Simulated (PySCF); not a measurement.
System (SMILES): C#C (C2H2).
Geometry (B3LYP-D3(BJ)/def2-TZVP, fixed):
```xyz
4

C      0.0000     0.0000    -0.5984
C      0.0000     0.0000     0.5984
H      0.0000     0.0000     1.6611
H      0.0000     0.0000    -1.6611
```

Basis-set convergence of the isotropic shielding of C1 at HF with PySCF. GIAO, no density fitting; atoms are numbered in the order shown. All functions are spherical. No added dispersion term, no relativity. Reference: the value in pcseg-3, 113.96 ppm, itself unsure by roughly 1.88 ppm (its distance from pcSseg-2). Deviations are taken from unrounded values. Cost is core time over that of pcSseg-2, rough, on shared machines of one kind; a dash marks a row that isn't timed (too short, read off another run, short of memory, by another algorithm or on other hardware).

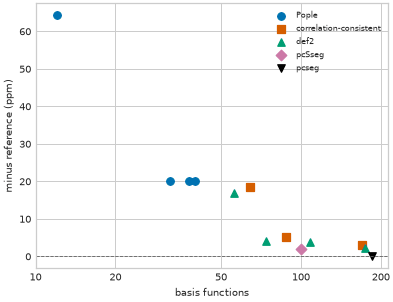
Figure: Deviation from the reference against the number of basis functions, by family of sets.

```csv
basis,functions,isotropic shielding of C1 (ppm),minus reference (ppm),cost
STO-3G,12,178.26,64.29,-
6-31G*,32,133.99,20.03,-
6-31G**,38,134.08,20.11,-
6-31+G*,40,134.02,20.06,-
def2-SVPD,56,130.89,16.93,-
aug-cc-pVDZ,64,132.44,18.48,-
def2-TZVP,74,118.19,4.23,-
cc-pVTZ,88,119.17,5.20,0.4×
pcSseg-2,100,115.84,1.88,1×
def2-TZVPPD,108,117.84,3.87,0.9×
cc-pVQZ,170,117.06,3.10,5×
def2-QZVPP,174,116.14,2.18,5×
pcseg-3,186,113.96,0.00,9×
```
